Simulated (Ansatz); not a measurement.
FGaH$_{6}$O$_{2}$Si$_{2}$ (SMILES [F][Ga]([O][SiH3])[O][SiH3])

Input

```
crystal:
  periodic: [false, false, false]
  atoms:
    - {symbol: F, position_ang: [-0.082957, -1.993262, 2.335725]}
    - {symbol: Ga, position_ang: [-0.096359, -0.269337, 2.158234]}
    - {symbol: O, position_ang: [1.319793, 0.508922, 1.469622]}
    - {symbol: O, position_ang: [-1.525635, 0.610782, 2.675950]}
    - {symbol: Si, position_ang: [1.850034, 2.037114, 1.085387]}
    - {symbol: Si, position_ang: [-2.085647, 2.175223, 2.730339]}
    - {symbol: H, position_ang: [1.399063, 3.024959, 2.115996]}
    - {symbol: H, position_ang: [1.310238, 2.456245, -0.242915]}
    - {symbol: H, position_ang: [3.339143, 2.023203, 1.036543]}
    - {symbol: H, position_ang: [-3.574491, 2.144027, 2.779076]}
    - {symbol: H, position_ang: [-1.560450, 2.873633, 3.941829]}
    - {symbol: H, position_ang: [-1.647642, 2.933156, 1.515829]}
basis:
  gaussian:
    orbitals: def2-SVPD
magnetization:
  spin_polarized: false
total_charge: 0
hamiltonian:
  xc: pbe0
output: {forces: true, orbitals: {seedname: orbitals}}
```

Command:

```sh
ansatz run input.yaml --threads 2 --pin off --max-ram 6090MiB --events-out events.jsonl --progress --plain --runs-dir runs
```

Geometry: PBE0-D4/def2-SVP.

Computed with isolated molecule in a Gaussian basis; Kohn-Sham density functional theory, functional PBE0 (Ansatz).

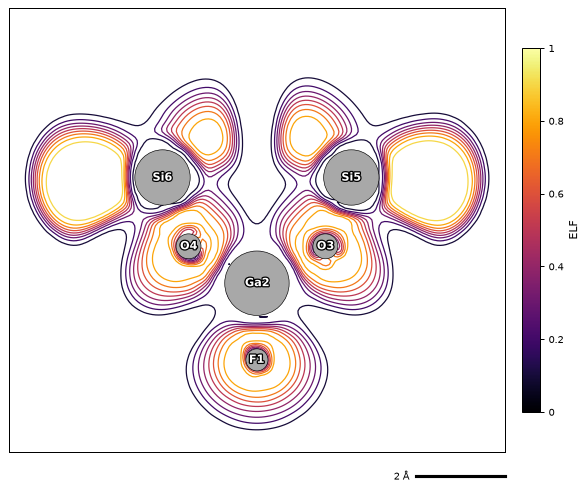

Figure 1. ELF on the plane of atoms F1, Ga2 and O3. Grey discs cover the atomic cores.

### Describe what can be read from this map.

- The section cuts through F, Ga, O and Si sites.
- Si–O (1.66 Å): the ELF peaks at about 0.85 between the atoms, as expected for a shared but strongly polarised pair.
- Ga–F (1.73 Å): the ELF peaks at about 0.85 in the valence shell of F, 0.6 Å from its nucleus, and is about 0.15 at the midpoint.
- Ga–O (1.76 Å): the ELF peaks at about 0.80 in the valence shell of O, 0.6 Å from its nucleus, and is about 0.20 at the midpoint.
- The ELF also peaks beside F1, O3 and O4, away from the bonds: lone-pair regions.

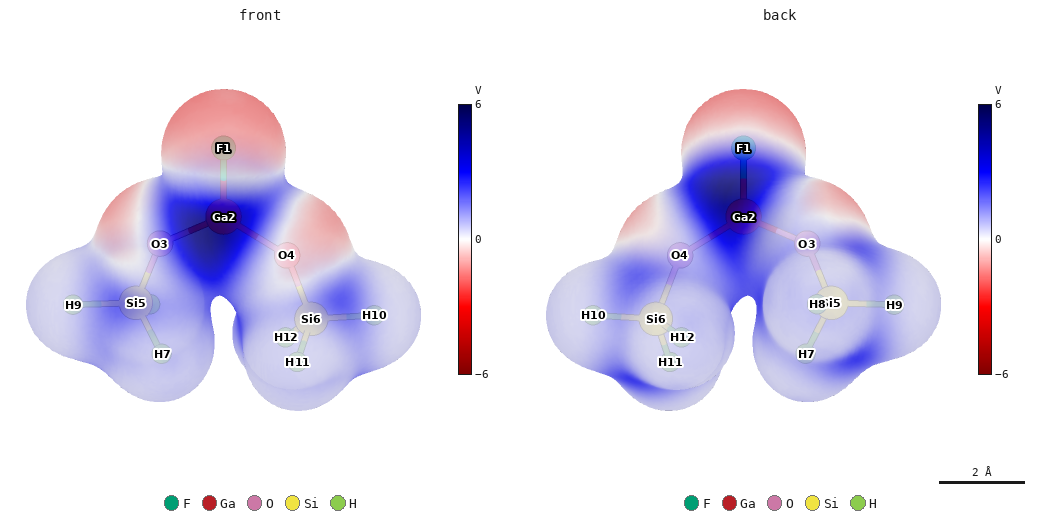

Figure 2. The electrostatic potential painted on the density surface at 0.004 e/bohr³, seen from the front and from behind; red is negative and blue positive.

### Which sites attract a positive test charge, and which a negative one?

A positive charge is drawn to the negative regions and a negative charge to the positive ones. The most negative region (about −1.3 V, or −30 kcal/mol for a unit charge) lies over F1, the most positive (about +5.3 V, or +122 kcal/mol for a unit charge) over Ga2.

### What dipole moment does the calculation give?

Its dipole moment is 2.06 D.

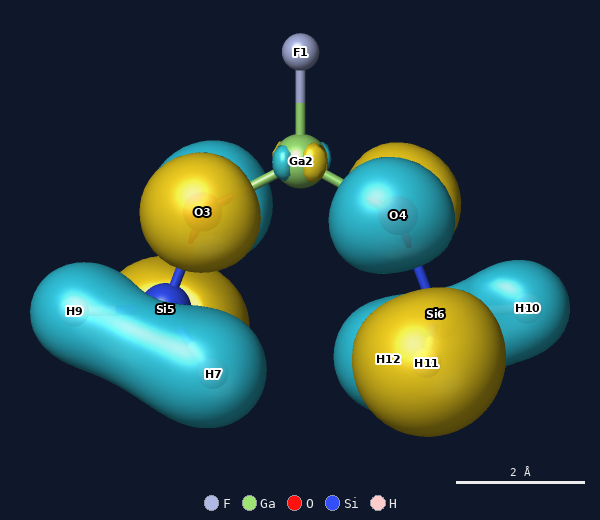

Figure 3. The HOMO−1 at ±0.06 Å⁻³ᐟ² (yellow and cyan are the two phases), seen at a tilt.

### What is the character of this orbital?

By Hirshfeld shares it lies mainly on O3 (about 20 %), O4 (about 20 %), Si5 (about 10 %), Si6 (about 10 %), H8 (about 10 %) and H11 (about 10 %). Its energy is −9.00 eV.
